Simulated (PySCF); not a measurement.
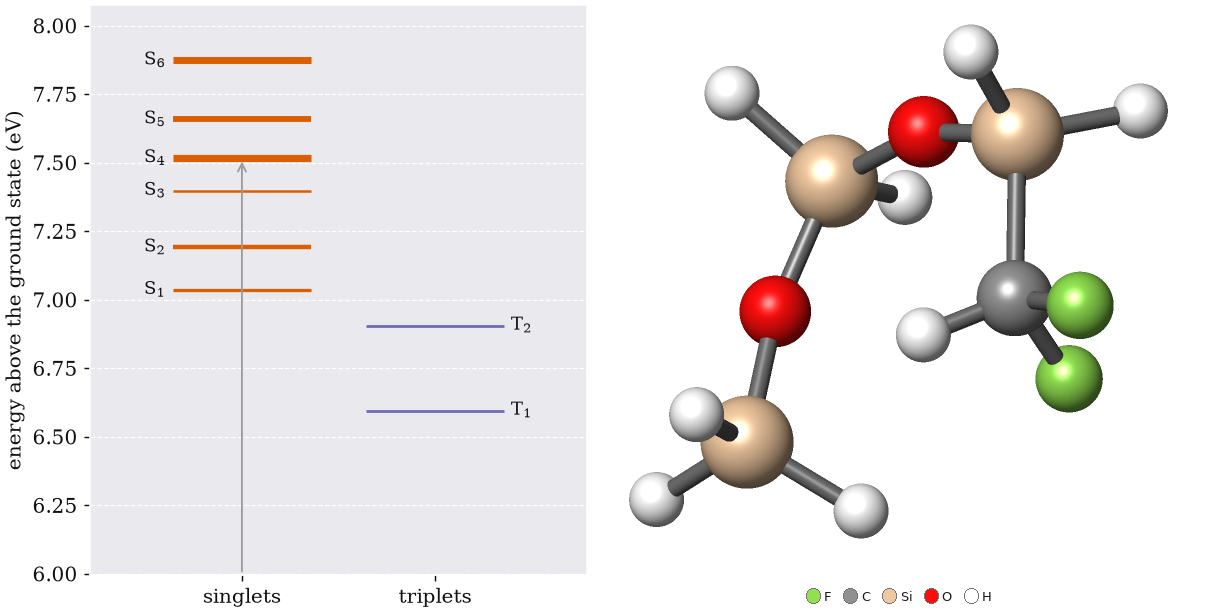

State diagram of CH₈F₂O₂Si₃, SMILES FC(F)[SiH2]O[SiH2]O[SiH3]. Vertical TDDFT excitations, PBE0/def2-SVPD, PySCF 2.14.0, at a GFN2-xTB geometry (no frequency check), gas phase. Triplets in the Tamm-Dancoff approximation; only the lowest 6 singlets and 2 triplets were computed. Thicker singlet lines are brighter; the arrow marks the brightest. S0, at zero, lies below the range drawn.

> What character does the calculation give T1?

Mixed, the largest part being HOMO → LUMO (47 %).

> How many of the triplet levels drawn lie below S1?

2 of 2 (T1 6.60 eV, T2 6.91 eV; S1 7.04 eV).

> What is the vertical gap between S1 and T1?

0.44 eV: S1 at 7.04 eV, T1 at 6.60 eV.

Note: the tight-binding geometry is rougher than a DFT one and adds to the error; one conformer of a flexible molecule; core orbitals are frozen in the response.
